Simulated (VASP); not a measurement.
Energy against volume of LiF (rock salt). All values below come from SCAN meta-GGA, VASP's PBE PAW potentials (set 64) (plane waves; VASP).

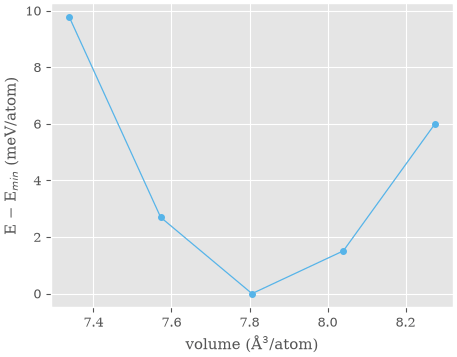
Figure. Energy against volume

Task: Estimate the equilibrium volume and the bulk modulus.

Result: The minimum lies near 7.8 Å³/atom, and the curvature gives B0 of about 86 GPa.

The compound is LiF in the rock salt structure. It was relaxed first.
